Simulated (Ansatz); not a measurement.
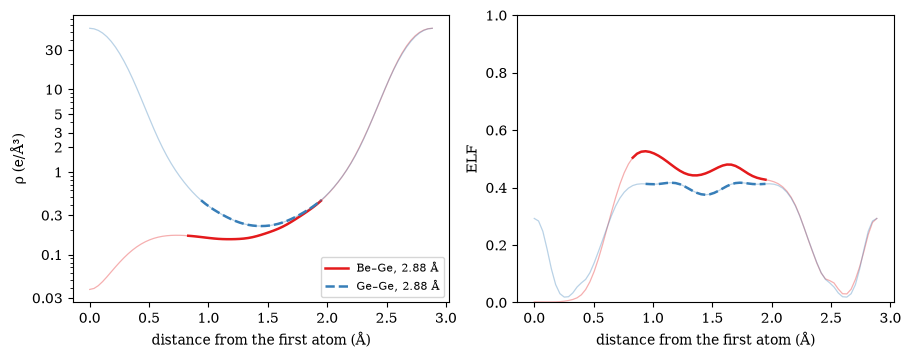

*BeGe$_{3}$. Valence charge density (pseudo) and electron localisation function along straight lines between neighbouring atoms. Thin, pale parts lie inside the atomic spheres.*

Space group Pm-3m; started from the Cu3Au (L1_2)_221 prototype, which need not be the ambient phase.

Theory: DFT PBE, scalar-relativistic, plane waves, PAW (Ansatz 0.2.0).

Core electrons are frozen (PAW), and the valence fields are smoothed inside the atomic spheres.

Compare the contacts.

Answer. Be–Ge (2.88 Å): ρ at the midpoint is about 0.17 e/Å³, with its minimum of 0.15 e/Å³ about 1.2 Å from Be; the ELF is about 0.45 at the midpoint.
Ge–Ge (2.88 Å): ρ at the midpoint is about 0.22 e/Å³; the ELF is about 0.40 at the midpoint.
